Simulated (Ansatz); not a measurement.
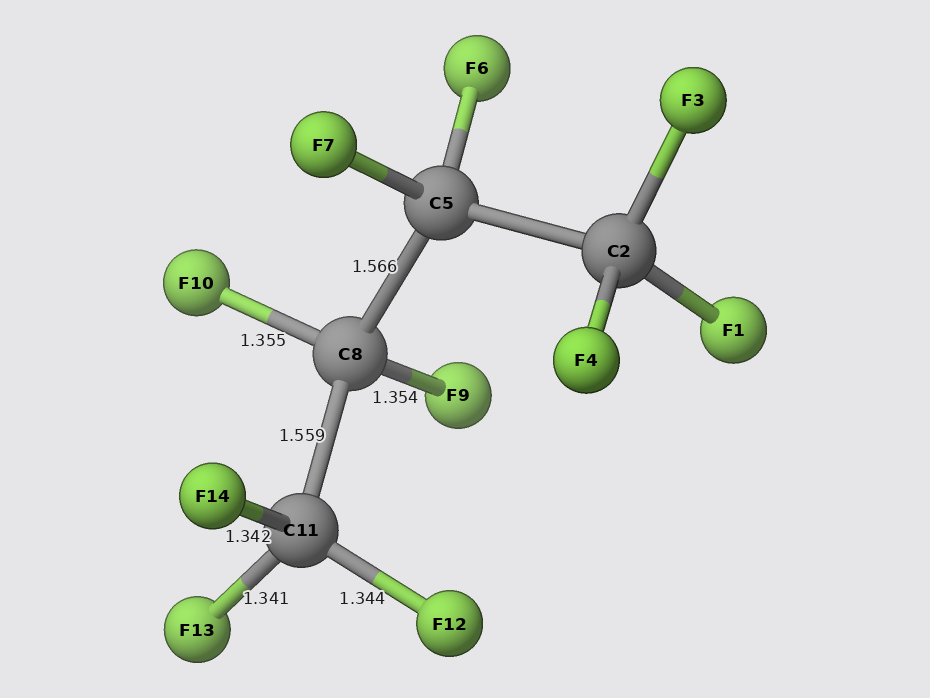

The numbers beside the sticks are distances in Å. Sticks don't show bond order. The geometry was computed by an optimisation with PBE-D4/def2-SVP. No frequency run is at hand to confirm it as a minimum.

**Which of the marked bonds are single, double, triple or aromatic?**

C5–C8 single; C8–F9 single; C8–F10 single; C8–C11 single; C11–F12 single; C11–F13 single; C11–F14 single.

**Give the structure as SMILES.**

FC(F)(F)C(F)(F)C(F)(F)C(F)(F)F
